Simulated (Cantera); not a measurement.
Charge: 1 mol Si, 1.5 mol Cl2, 1.7 mol H2, equilibrated at 4.60 bar.

Cantera equilibrium calculation (NASA polynomials, part measured and part estimated; ideal gas, pure solids and liquids). Candidate condensed phases: Si; 19 gas species. The tables' values for SiCl3 are old estimates; treat these amounts as uncertain. Rates play no part.

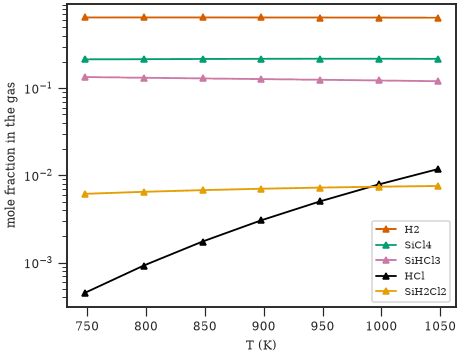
Fig. 1. Equilibrium gas composition (values under 1e-9 drawn at 1e-9)

From 748 K to 1048 K the condensed part is Si(s). The main Si-bearing gas is SiCl4 throughout. The share of Si in condensed phases is highest at 1048 K (17.5 %) and lowest at 748 K (16.4 %).
